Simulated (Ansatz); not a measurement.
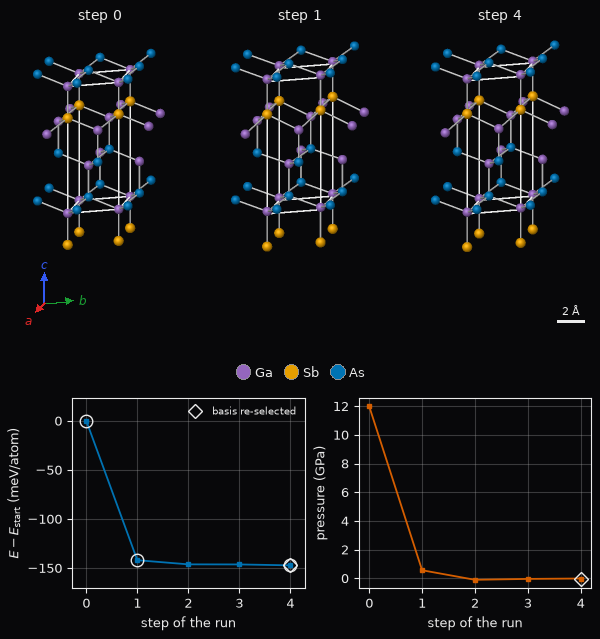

Frames of a relaxation of crystalline Ga3SbAs2 (a generated structure, set up in P3m1) (coarse preliminary run), marked on the history of the run. A ball-and-stick model of the cell of the calculation, seen slightly off an axis.

Level of theory: Ansatz, DFT PBE, scalar-relativistic, plane waves, PAW.

The input:
```yaml
crystal:
  lattice:
    - [3.97747317, 0.0, 0.0]
    - [-1.98873659, 3.44459281, 0.0]
    - [0.0, 0.0, 9.74277974]
  atoms:
    - { symbol: Ga, position: [0.0, 0.0, 0.0] }
    - { symbol: Ga, position: [0.33333333, 0.66666667, 0.66666667] }
    - { symbol: Ga, position: [0.66666667, 0.33333333, 0.33333333] }
    - { symbol: Sb, position: [0.0, 0.0, 0.75] }
    - { symbol: As, position: [0.33333333, 0.66666667, 0.41666667] }
    - { symbol: As, position: [0.66666667, 0.33333333, 0.08333333] }
basis:
  ecutwfc: 420
kpoints:
  mp_grid: { grid: [6, 6, 2] }
hamiltonian:
  xc: pbe
scf:
  occupations: { method: gaussian, width: 0.1 }
  lower_state_search: "off"
output:
  forces: true
  stress: true
  eigenvalues: true
relax:
  adjacent_minimum: "off"
  f_tol: 0.04
  max_steps: 70
  cell: { stress_tol: 0.4 }
```

Launched with:
```bash
ansatz run input.yaml --threads 1 --pin off --max-ram 2560MiB --backend cpu --events-out ev --progress --plain --runs-dir out
```

Question: What happens along the run?

Answer: The largest move relative to the cell is that of Ga2, 0.15 Å along −c. Largest moves by element: Ga 0.15 Å, As 0.07 Å, Sb 0.01 Å. The volume changes by +16.1 %, with a = b 3.977 → 4.181 Å (+5.1 %), c 9.743 → 10.238 Å (+5.1 %). Some distances before and after: Ga1–Sb4 2.436 → 2.689 Å, Ga2–Sb4 2.436 → 2.616 Å, Ga1–As6 2.436 → 2.538 Å, Ga3–As6 2.436 → 2.495 Å. Among the angles between lasting bonds that change: Sb4–Ga2–Sb4 109.5° → 106.1°, Ga2–Sb4–Ga2 109.5° → 106.1°, Ga1–Sb4–Ga2 109.5° → 112.6°. The space group stays P3m1 (No. 156). The energy falls by 147 meV per atom in 3 accepted moves (4 points after the start). The largest force component goes from 1.6 to 0.018 eV/Å. The pressure goes from 11.98 to −0.01 GPa. The SCF was repeated once at an unchanged geometry on a basis and grid sized afresh for the cell, which shifted the energy by 0.9 meV per atom at most. From step 0 to 1: Ga atoms move most (0.19 Å), volume +14.8 %, energy −142 meV per atom. From step 1 to 4: As5 moves most (0.06 Å), volume +1.2 %, energy −5.3 meV per atom.

| step | E − E(0), meV/atom | largest force component, eV/Å | pressure, GPa | volume, Å³/atom | note |
| --- | --- | --- | --- | --- | --- |
| 0 | 0.00 | 1.5805 | 11.98 | 22.247 |  |
| 1 | -141.97 | 0.3353 | 0.56 | 25.538 |  |
| 2 | -146.21 | 0.0604 | -0.10 | 25.864 |  |
| 3 | -146.29 | 0.0184 | -0.04 | 25.832 |  |
| 4 | -147.23 | 0.0185 | -0.01 | 25.832 | same geometry, new basis |
